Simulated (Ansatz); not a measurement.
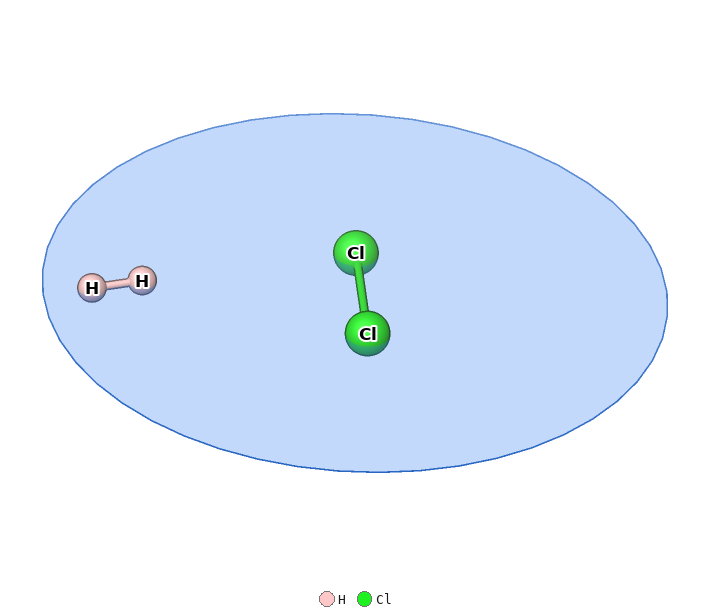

All proper rotation axes (lines) and mirror planes (discs) of the structure are drawn in. Distant atoms are faded towards the background colour. The geometry was computed by an optimisation with PBE0-D4/def2-TZVP. No frequency run is at hand to confirm it as a minimum.

> Name the symmetry elements and the point group.

It has 1 mirror plane. Point group Cs. The group has 2 operations. The geometry is achiral, and symmetry allows a dipole moment.
